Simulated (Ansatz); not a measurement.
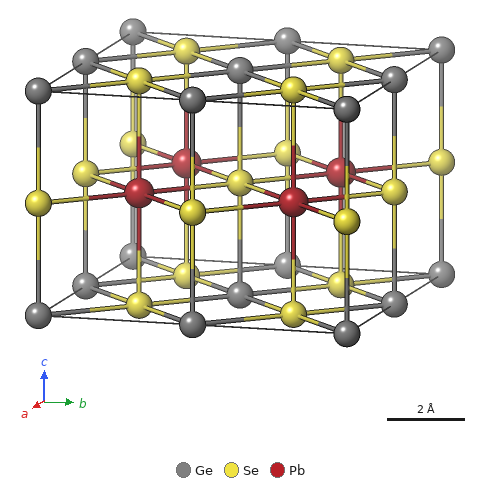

Starting frame of a dynamics run of a 16-atom cell of GePbSe$_{2}$. The picture is a ball-and-stick view of the simulation cell, seen slightly off an axis. Bonds to atoms that aren't drawn are left out.

Level of theory: DFT, PBE, plane waves, PAW (Ansatz).

Input
```yaml
crystal:
  lattice:
    - [8.3899613141, 0.0, 0.0]
    - [0.0, 8.3899613141, 0.0]
    - [0.0, 0.0, 5.9453812521]
  atoms:
    - { symbol: Ge, position: [0.0, 0.0, 0.0] }
    - { symbol: Se, position: [0.0, 0.0, 0.5] }
    - { symbol: Pb, position: [0.25, 0.25, 0.5] }
    - { symbol: Se, position: [0.25, 0.25, 0.0] }
    - { symbol: Ge, position: [0.0, 0.5, 0.0] }
    - { symbol: Se, position: [0.0, 0.5, 0.5] }
    - { symbol: Pb, position: [0.25, 0.75, 0.5] }
    - { symbol: Se, position: [0.25, 0.75, 0.0] }
    - { symbol: Ge, position: [0.5, 0.0, 0.0] }
    - { symbol: Se, position: [0.5, 0.0, 0.5] }
    - { symbol: Pb, position: [0.75, 0.25, 0.5] }
    - { symbol: Se, position: [0.75, 0.25, 0.0] }
    - { symbol: Ge, position: [0.5, 0.5, 0.0] }
    - { symbol: Se, position: [0.5, 0.5, 0.5] }
    - { symbol: Pb, position: [0.75, 0.75, 0.5] }
    - { symbol: Se, position: [0.75, 0.75, 0.0] }
kpoints:
  mp_grid: { grid: [2, 2, 2] }
hamiltonian:
  xc: pbe
scf:
  occupations: { method: fermi_dirac, width: 0.069 }
md:
  ensemble: nvt_nose_hoover
  temperature: 800
  timestep: 3.0
  n_steps: 20
  initial_velocities: maxwell_boltzmann
  seed: 8153
```

Launched with:
```bash
ansatz run input.yaml --threads 4 --pin off --max-ram 3686MiB --backend cpu --events-out ev --progress --plain --runs-dir out
```

Q: Predict how the run goes.

A: Over the second half the temperature averages 684 K (spread ±26 K). The potential energy in the second half lies on average 14.7 meV per atom above the first frame. In the second half of the run the atoms are, in the root-mean-square, this far from where they began (common drift taken out): Ge 0.29 Å, Se 0.20 Å, Pb 0.10 Å. The run lasts only 60 fs, too short to tell vibration from diffusion.

Along the run:

```csv
time (fs),potential energy (meV/atom),T (K)
0.0,0.0,800
6.0,0.4,797
12.0,1.4,788
18.0,3.2,774
24.0,5.5,755
30.0,8.3,733
36.0,11.2,710
42.0,14.0,688
48.0,16.5,670
54.0,18.3,658
60.0,19.3,654
```

The paths of the atoms:

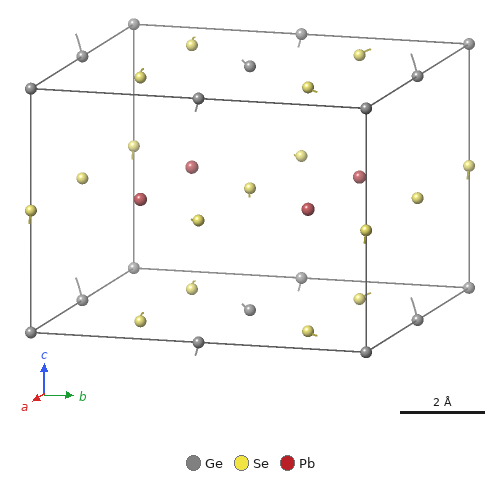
